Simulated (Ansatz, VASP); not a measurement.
# Cross-check of Ni (Ni(100)) between VASP and Ansatz

Wanted: the spread between two codes on one cell, functional and k mesh.

Main program and level: Ansatz 0.2.0; plane waves, with VASP 6.6.1 beside it; band structure at PBE.

**1. The starting structure**

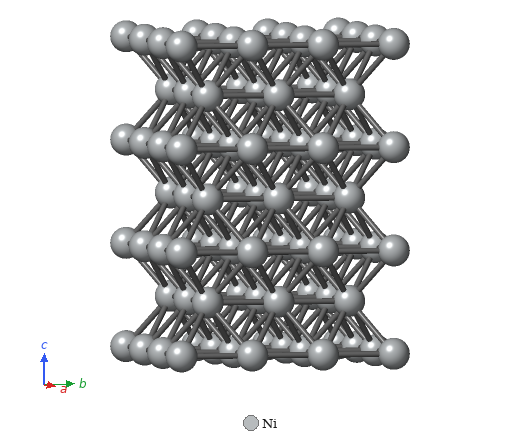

The cell as given, from the side, with the c axis up (nickel light grey). 3×3×1 cells are drawn. Some periodic images of atoms are drawn too.

The cell holds 7 atoms: 7 Ni. Its edges and angles: a = 2.489 Å, b = 2.489 Å, c = 28.560 Å, α = 90.0°, β = 90.0°, γ = 90.0°. Vacuum lies along c.

As a file:

```cif
data_structure
_symmetry_space_group_name_H-M 'P 1'
_symmetry_Int_Tables_number 1
_cell_length_a 2.4890
_cell_length_b 2.4890
_cell_length_c 28.5600
_cell_angle_alpha 90.000
_cell_angle_beta 90.000
_cell_angle_gamma 90.000
_cell_volume 176.93
loop_
_atom_site_label
_atom_site_type_symbol
_atom_site_fract_x
_atom_site_fract_y
_atom_site_fract_z
_atom_site_occupancy
Ni1 Ni 0.00000 0.00000 0.31513 1
Ni2 Ni 0.50000 0.50000 0.37675 1
Ni3 Ni 0.00000 0.00000 0.43838 1
Ni4 Ni 0.50000 0.50000 0.50000 1
Ni5 Ni 0.00000 0.00000 0.56162 1
Ni6 Ni 0.50000 0.50000 0.62325 1
Ni7 Ni 0.00000 0.00000 0.68487 1
```

**2. Ansatz: band structure, PBE**

Ansatz runs on its default PAW (the set named soft_2) files.

The same path points are solved in both programs, so levels can be compared one by one.

The input, input.yaml:

```yaml
crystal:
  lattice:
    - [2.4890158698, 0.0, 0.0]
    - [0.0, 2.4890158698, 0.0]
    - [0.0, 0.0, 28.56]
  atoms:
    - { symbol: Ni, position: [0.0, 0.0, 0.3151260504], spin: 1.0 }
    - { symbol: Ni, position: [0.5, 0.5, 0.3767507003], spin: 1.0 }
    - { symbol: Ni, position: [0.0, 0.0, 0.4383753501], spin: 1.0 }
    - { symbol: Ni, position: [0.5, 0.5, 0.5], spin: 1.0 }
    - { symbol: Ni, position: [0.0, 0.0, 0.5616246499], spin: 1.0 }
    - { symbol: Ni, position: [0.5, 0.5, 0.6232492997], spin: 1.0 }
    - { symbol: Ni, position: [0.0, 0.0, 0.6848739496], spin: 1.0 }
hamiltonian:
  xc: pbe
  pseudopotentials: { kind: paw }
magnetization:
  spin_polarized: true
kpoints:
  mp_grid: { grid: [20, 20, 1] }
  band_path:
    path:
      - [0.5, 0.5, 0.0]
      - [0.46154, 0.46154, 0.0]
      - [0.42308, 0.42308, 0.0]
      - [0.34615, 0.34615, 0.0]
      - [0.30769, 0.30769, 0.0]
      - [0.23077, 0.23077, 0.0]
      - [0.19231, 0.19231, 0.0]
      - [0.15385, 0.15385, 0.0]
      - [0.07692, 0.07692, 0.0]
      - [0.03846, 0.03846, 0.0]
      - [0.0, 0.0, 0.0]
      - [0.0, 0.03846, 0.0]
      - [0.0, 0.07692, 0.0]
      - [0.0, 0.15385, 0.0]
      - [0.0, 0.19231, 0.0]
      - [0.0, 0.26923, 0.0]
      - [0.0, 0.30769, 0.0]
      - [0.0, 0.38462, 0.0]
      - [0.0, 0.42308, 0.0]
      - [0.0, 0.46154, 0.0]
      - [0.0, 0.5, 0.0]
      - [0.03846, 0.5, 0.0]
      - [0.11538, 0.5, 0.0]
      - [0.15385, 0.5, 0.0]
      - [0.19231, 0.5, 0.0]
      - [0.26923, 0.5, 0.0]
      - [0.30769, 0.5, 0.0]
      - [0.38462, 0.5, 0.0]
      - [0.42308, 0.5, 0.0]
      - [0.5, 0.5, 0.0]
    npoints: 1
scf:
  occupations: { method: fermi_dirac, width: 0.1 }
  n_extra_bands: 14
efield:
  axis: 3
  dipole_correction: true
  ramp_width: 0.04
output:
  forces: true
  eigenvalues: true
  write_density: true
  write_potential: true
  elf: true
  volumetric_format: npy
```

The run is started by

```console
$ ansatz run input.yaml --threads 4 --pin off --max-ram 9216MiB --backend cpu --events-out ev --progress --plain --runs-dir out
```

Numbers of over 12 decimals in the logs are rounded to 6 here.

Output:

```text
Warning: the band count 77 (scf.n_extra_bands) hosts the net moment |M| = 7.0000 μB (N_el = 126) but caps the reachable moment at 2·n_bands − N_el = 28.0000 μB, below the 80 bands that the automatic rule leaves for it — a moment growing past the seed, or the majority channel's smearing tail, pins there with fewer empty majority states than that count leaves; raise or omit scf.n_extra_bands unless the cap is intended
scf.n_extra_bands = 14 over 63 filled bands (N_el = 126.0): the run solves 77 bands
Engine: ansatz 0.2.0, aarch64-unknown-linux-gnu
Pseudopotentials: kind: paw
Pseudopotential: Ni, paw, valence charge 18, recommended cutoff 420 eV (normal), Ni.paw.azcp
Functional definition: PBE
  parameter kappa = 0.804
  parameter beta = 0.066725
  exchange = pbe_x(kappa = kappa, mu = beta*pi^2/3)
  correlation = pbe_c(beta = beta)
Crystal: 7 atoms, lattice volume = 176.935 Å³
Basis set: ecut = 420 eV, 3439 PW (Γ), exchange–correlation on 36×36×384 points (8 copies of the dense FFT grid, shifted against one another)
Bands: 77, of which v1, the nominal top of the filled ones, is band 63 counted from 1 (62 counted from 0)
Symmetry: 8 space group operations
k-points: 66 of 400
Non-local potential: Ni, projectors of the file, l = 0: 3, l = 1: 2, l = 2: 3, l = 3: 1
PAW form: soft (Blöchl's): semilocal exchange-correlation on the pseudo side does not see the compensation charge
PAW one-centre angular grid: Ni, 590 points (default); XC on 64 Gauss nodes
Initial density: superposition of atomic densities (neutral atoms: chi_scale 0, normalization atom)
Starting moments: Σ|m| = 7 μB on 7 of 7 sites
Initial wavefunctions: pseudopotential atomic-orbital guess
Functional: x = pbe(κ = 0.804, μ = 0.219515), c = pbe(β = 0.066725)
SCF iter   1: F=—  HF=-40870.101855 eV  |F-HF|=—  |Δ(HF+E_count)|=         —  Δρ=2.21e-2 (↑2.13e-2 ↓2.21e-2)  dr2=7.15e0  dr2_m=2.06e-1  M=6.073 μB ∫|m|=6.405 μB  β_m=1.00  ethr=3.10e-3  p=0.000 e·Å  D=2.92e-13 V/Å  ΔV_dip=-0.00 eV  dr2_dipole=3.55e-10  V_vac-E_F(+/−)=7.17/7.17 eV  ⟨swp⟩=9.4  Hψ=47948  notcnv=0  defer=136
Mixer restart at iter 1: flushing history
efield: sawtooth ramp at fractional position 0.9800 (placed from the atoms, in the widest stretch of the axis that holds none; the zero of the levels goes with the place), width 0.0400; the density the first Hamiltonian is built on has a dipole p = 0.000 e·Å; the dipole correction subtracts the counter field D = 2.92e-13 V/Å, which shifts the + side's vacuum level by -0.00 eV against the − side's; the planar-averaged density in the ramp window peaks in size at 1.1e-5 e/Å³
preconditioner: auto → LDOS  [metal: Δε(μ)=0.002 eV  Ē_g=6.809 eV  σ=0.100 eV  W_gap=0.00  n_scr=42 (ndim 8)  ℏωp=23.4 eV  f_vac=0.522  D(μ)=12.63/eV (n_scr^D=136)]
spin=Collinear: LDOS preconditioning applied to the charge; magnetization (m = ρ↑ − ρ↓) channel mixes plain (no charge-response kernel on spin).
SCF iter   2: F=—  HF=-40870.817226 eV  |F-HF|=—  |Δ(HF+E_count)|=   7.15e-1  Δρ=1.50e-2 (↑1.02e-2 ↓1.50e-2)  dr2=1.05e0  dr2_m=3.86e-2  M=5.558 μB ∫|m|=6.168 μB  β_m=0.30  ethr=3.10e-3  p=-0.000 e·Å  D=-3.53e-6 V/Å  ΔV_dip=0.00 eV  dr2_dipole=1.82e-8  V_vac-E_F(+/−)=6.24/6.24 eV  ⟨swp⟩=2.3  Hψ=17065  notcnv=0  defer=345
density mixer auto → msr1: a metal under ldos (density of states about μ 3.67 of a free-electron gas's, 42 screened modes)
SCF iter   3: F=—  HF=-40873.111007 eV  |F-HF|=—  |Δ(HF+E_count)|=    2.29e0  Δρ=1.18e-2 (↑5.34e-3 ↓1.18e-2)  dr2=2.75e-1  dr2_m=6.23e-2  M=5.401 μB ∫|m|=6.020 μB  β_m=0.51  ethr=8.36e-4  p=-0.000 e·Å  D=-5.40e-6 V/Å  ΔV_dip=0.00 eV  dr2_dipole=2.01e-8  V_vac-E_F(+/−)=5.82/5.82 eV  ⟨swp⟩=2.6  Hψ=15877  notcnv=0  defer=349
SCF iter   4: F=—  HF=-40875.781890 eV  |F-HF|=—  |Δ(HF+E_count)|=    2.67e0  Δρ=1.35e-2 (↑3.87e-3 ↓1.35e-2)  dr2=2.15e-1  dr2_m=8.59e-2  M=4.972 μB ∫|m|=5.616 μB  β_m=0.58  ethr=2.18e-4  p=-0.000 e·Å  D=-1.52e-6 V/Å  ΔV_dip=0.00 eV  dr2_dipole=4.33e-9  V_vac-E_F(+/−)=5.27/5.27 eV  ⟨swp⟩=3.2  Hψ=19358  notcnv=0  defer=381
SCF iter   5: F=—  HF=-40876.464482 eV  |F-HF|=—  |Δ(HF+E_count)|=   6.83e-1  Δρ=6.47e-3 (↑4.09e-3 ↓6.47e-3)  dr2=1.16e-1  dr2_m=2.01e-2  M=4.743 μB ∫|m|=5.348 μB  β_m=0.69  ethr=1.71e-4  p=-0.000 e·Å  D=-3.19e-6 V/Å  ΔV_dip=0.00 eV  dr2_dipole=5.20e-8  V_vac-E_F(+/−)=5.08/5.08 eV  ⟨swp⟩=2.3  Hψ=18820  notcnv=0  defer=405
SCF iter   6: F=—  HF=-40876.423567 eV  |F-HF|=—  |Δ(HF+E_count)|=   4.09e-2  Δρ=6.00e-3 (↑3.36e-3 ↓6.00e-3)  dr2=9.71e-2  dr2_m=4.55e-3  M=4.557 μB ∫|m|=5.160 μB  β_m=0.61  ethr=9.24e-5  p=0.000 e·Å  D=4.97e-6 V/Å  ΔV_dip=-0.00 eV  dr2_dipole=2.97e-8  V_vac-E_F(+/−)=4.91/4.91 eV  ⟨swp⟩=2.4  Hψ=20955  notcnv=0  defer=466
SCF iter   7: F=—  HF=-40876.480056 eV  |F-HF|=—  |Δ(HF+E_count)|=   5.65e-2  Δρ=1.55e-3 (↑7.76e-4 ↓1.55e-3)  dr2=7.02e-3  dr2_m=3.96e-4  M=4.617 μB ∫|m|=5.239 μB  β_m=0.52  ethr=7.71e-5  p=0.000 e·Å  D=2.54e-7 V/Å  ΔV_dip=-0.00 eV  dr2_dipole=2.80e-10  V_vac-E_F(+/−)=4.94/4.94 eV  ⟨swp⟩=2.2  Hψ=17900  notcnv=0  defer=472
SCF iter   8: F=—  HF=-40876.478434 eV  |F-HF|=—  |Δ(HF+E_count)|=   1.62e-3  Δρ=7.79e-4 (↑3.83e-4 ↓7.79e-4)  dr2=9.51e-4  dr2_m=1.92e-4  M=4.624 μB ∫|m|=5.252 μB  β_m=0.76  ethr=5.57e-6  p=0.000 e·Å  D=4.18e-7 V/Å  ΔV_dip=-0.00 eV  dr2_dipole=8.94e-10  V_vac-E_F(+/−)=4.90/4.90 eV  ⟨swp⟩=2.7  Hψ=16140  notcnv=0  defer=468
SCF iter   9: F=—  HF=-40876.481709 eV  |F-HF|=—  |Δ(HF+E_count)|=   3.28e-3  Δρ=2.77e-4 (↑1.66e-4 ↓2.77e-4)  dr2=3.79e-4  dr2_m=1.66e-5  M=4.639 μB ∫|m|=5.267 μB  β_m=0.64  ethr=7.55e-7  p=-0.000 e·Å  D=-3.98e-7 V/Å  ΔV_dip=0.00 eV  dr2_dipole=2.67e-9  V_vac-E_F(+/−)=4.91/4.91 eV  ⟨swp⟩=2.3  Hψ=19122  notcnv=0  defer=468
SCF iter  10: F=—  HF=-40876.481704 eV  |F-HF|=—  |Δ(HF+E_count)|=   5.59e-6  Δρ=2.14e-4 (↑1.31e-4 ↓2.14e-4)  dr2=9.21e-5  dr2_m=1.61e-5  M=4.642 μB ∫|m|=5.271 μB  β_m=0.69  ethr=3.01e-7  p=0.000 e·Å  D=2.76e-7 V/Å  ΔV_dip=-0.00 eV  dr2_dipole=1.80e-10  V_vac-E_F(+/−)=4.91/4.91 eV  ⟨swp⟩=2.1  Hψ=15244  notcnv=0  defer=468
SCF iter  11: F=—  HF=-40876.481746 eV  |F-HF|=—  |Δ(HF+E_count)|=   4.23e-5  Δρ=4.24e-5 (↑1.53e-5 ↓4.24e-5)  dr2=1.96e-6  dr2_m=1.22e-6  M=4.643 μB ∫|m|=5.273 μB  β_m=0.71  ethr=7.31e-8  p=-0.000 e·Å  D=-3.49e-7 V/Å  ΔV_dip=0.00 eV  dr2_dipole=4.00e-12  V_vac-E_F(+/−)=4.91/4.91 eV  ⟨swp⟩=2.6  Hψ=16497  notcnv=0  defer=468
SCF iter  12: F=—  HF=-40876.481748 eV  |F-HF|=—  |Δ(HF+E_count)|=   2.03e-6  Δρ=1.12e-5 (↑5.08e-6 ↓1.12e-5)  dr2=3.91e-7  dr2_m=5.14e-8  M=4.644 μB ∫|m|=5.274 μB  β_m=0.67  ethr=1.56e-9  p=0.000 e·Å  D=7.59e-7 V/Å  ΔV_dip=-0.00 eV  dr2_dipole=7.06e-10  V_vac-E_F(+/−)=4.91/4.91 eV  ⟨swp⟩=2.6  Hψ=20478  notcnv=0  defer=468
SCF iter  13: F=—  HF=-40876.481748 eV  |F-HF|=—  |Δ(HF+E_count)|=   4.61e-8  Δρ=7.71e-6 (↑3.16e-6 ↓7.71e-6)  dr2=1.54e-7  dr2_m=2.08e-8  M=4.644 μB ∫|m|=5.274 μB  β_m=0.79  ethr=3.11e-10  p=-0.000 e·Å  D=-8.22e-7 V/Å  ΔV_dip=0.00 eV  dr2_dipole=1.23e-9  V_vac-E_F(+/−)=4.91/4.91 eV  ⟨swp⟩=2.1  Hψ=15117  notcnv=0  defer=468
SCF iter  14: F=—  HF=-40876.481748 eV  |F-HF|=—  |Δ(HF+E_count)|=   3.25e-8  Δρ=6.13e-6 (↑4.05e-6 ↓6.13e-6)  dr2=9.55e-8  dr2_m=6.19e-9  M=4.644 μB ∫|m|=5.274 μB  β_m=0.71  ethr=1.22e-10  p=0.000 e·Å  D=1.06e-6 V/Å  ΔV_dip=-0.00 eV  dr2_dipole=2.01e-9  V_vac-E_F(+/−)=4.91/4.91 eV  ⟨swp⟩=2.4  Hψ=17382  notcnv=0  defer=468
SCF iter  15: F=—  HF=-40876.481748 eV  |F-HF|=—  |Δ(HF+E_count)|=   1.08e-8  Δρ=6.07e-6 (↑2.05e-6 ↓6.07e-6)  dr2=1.39e-7  dr2_m=9.81e-9  M=4.644 μB ∫|m|=5.274 μB  β_m=0.65  ethr=7.58e-11  p=-0.000 e·Å  D=-5.25e-7 V/Å  ΔV_dip=0.00 eV  dr2_dipole=1.97e-8  V_vac-E_F(+/−)=4.91/4.91 eV  ⟨swp⟩=2.6  Hψ=18918  notcnv=0  defer=468
SCF iter  16: F=-40876.481748 eV  HF=-40876.481748 eV  |F-HF|=4.36e-8  |Δ(HF+E_count)|=   1.53e-9  Δρ=3.58e-6 (↑1.35e-6 ↓3.58e-6)  dr2=4.92e-8  dr2_m=2.30e-9  M=4.644 μB ∫|m|=5.274 μB  ethr=7.58e-11  p=-0.000 e·Å  D=-7.05e-9 V/Å  ΔV_dip=0.00 eV  dr2_dipole=2.56e-10  V_vac-E_F(+/−)=4.91/4.91 eV  ⟨swp⟩=16.8  Hψ=83683  notcnv=0
SCF 1 converged in 16 iterations: F = -40876.481748 eV  dr2 = 4.92e-8
  greatest PAW one-centre occupation: 1.001 electrons in one spin orbital (limit 2), on the Ni atom at site 0 (counted from 0), in its partial waves of l = 1
WARN: The output density's exchange-correlation potential varies sharply where the density is thin. Do not read a vacuum level from v_tot or v_xc, or from such a field of the output density. On a cell that repeats whose density bears no net charge and no dipole along the vacuum's axis use v_es (v_loc + v_h of the components); under efield.dipole_correction with no amplitude use v_es + v_field, which holds any externa [...]
NSCF: frozen V_eff on 30 k-points
efield: sawtooth ramp at fractional position 0.9800 (kept from the solve that this one continues, or follows in the run), width 0.0400; the density the first Hamiltonian is built on has a dipole p = -0.000 e·Å; the dipole correction subtracts the counter field D = -7.05e-9 V/Å, which shifts the + side's vacuum level by +0.00 eV against the − side's; the planar-averaged density in the ramp window peaks in size at 1.9e-5 e/Å³
SCF converged after 16 iterations
Magnetization: 4.6435 μB (65.3218 up, 60.6782 down)
Absolute magnetization: 5.2788 μB (∫|ρ↑−ρ↓|, with the PAW one-centre terms)
Spin contamination: 0.0619 ħ² per cell (⟨S²⟩ above its minimum at these occupations)
Per-site moments (μB) at R_I (Å): [(0.766332, 1.026719), (0.686200, 1.026719), (0.676170, 1.026719), (0.655950, 1.026719), (0.676168, 1.026719), (0.686198, 1.026719), (0.766330, 1.026719)]
Free energy (F): -40876.481748 eV
Harris-Foulkes:  -40876.481748 eV  (|F-HF|=4.36e-8)
Internal energy: -40876.084637 eV  (E = F + TS)
E sigma→0 (E₀):  -40876.283193 eV
Entropy (-TS):   -0.397111 eV (-56.730 meV/atom)
Fermi energy:    5.082928 eV
Dipole field:    D = -0.000023 V/Å  (p = -0.000022 e·Å, saw-weighted, corrected)
Work function:   Φ+ = 4.9089 eV   Φ− = 4.9083 eV
Levels:          The Fermi level and band energies are counted from a zero that moves with the ramp; work functions are not
--- Per-component energies (eV) ---
  E_band       = -3623.580092
  E_kinetic    = 1971.504756
  E_local      = -384981.857359  (includes V_loc(G=0)·N_el)
  E_nonlocal   = 4457.844816
  E_hartree    = 189688.647658
  E_xc         = -589.395784
  E_vxc        = -759.652270  (∫ρ·V_xc dr)
  E_paw        = -11414.790642  (= ΣΔE_a)
  E_vpaw       = -3688.761431  (= ΣTr[D̂ρ^β])
  E_aug_tail   = 0.003715  (compensation charges beyond the density's cutoff)
  E_efield     = 0.000000  (sawtooth field / dipole correction)
  E_vefield    = 0.000000  (∫n·V_field dr)
  E_ewald      = 159991.958201
  E_smearing   = -0.397111  (= −TS)
  E_closure    = 0.000000  (closes the sum)
  Σ components = -40876.481748   (vs F -40876.481748, Δ=0.00e0)
--- Forces (eV/Å), atoms counted from 1 ---
  atom   1  Ni     0.00000000     0.00000000     0.31721336
  atom   2  Ni     0.00000000     0.00000000    -0.35342997
  atom   3  Ni     0.00000000     0.00000000     0.02297352
  atom   4  Ni     0.00000000     0.00000000    -0.00000151
  atom   5  Ni     0.00000000     0.00000000    -0.02297383
  atom   6  Ni    -0.00000000     0.00000000     0.35343118
  atom   7  Ni    -0.00000000     0.00000000    -0.31720963
  max |Σ_I F_I| component: 3.12e-6 eV/Å
--- Band table (eV; the first three rows and the last of 132) ---
  k-point 0 ↑: bands = [... 59 lower, 4.0990, 4.2423, 4.3891, 4.3981, 4.3981, 4.4770, 4.5200, 4.5695, ... 10 higher]
  k-point 1 ↑: bands = [... 59 lower, 4.0834, 4.2762, 4.3018, 4.3152, 4.4207, 4.4445, 4.4541, 4.5110, ... 10 higher]
  k-point 2 ↑: bands = [... 59 lower, 4.0751, 4.1403, 4.2462, 4.2931, 4.3149, 4.4163, 4.4306, 4.5246, ... 10 higher]
  k-point 65 ↓: bands = [... 59 lower, 5.4937, 5.4943, 5.7650, 5.7650, 7.9768, 7.9768, 9.2722, 9.2722, ... 10 higher]
```

It took 4.3 min on 4 threads of Arm Neoverse N1, shared host; peak memory 1.4 GiB.

(Continued in part 2 of 2.)

[Lines on the potential files, build, host, timing and source positions are cut from VASP's logs without a mark.]

[Logs are printed without paths, hosts, clocks, repeated set-up lines and the standing remarks that a program may print on its own settings, such as how far it seeks lower states.]

[Hosts, paths, dates, database ids (printed as entryN), source tags and the programs' standing remarks are cut or masked in the printed files.]
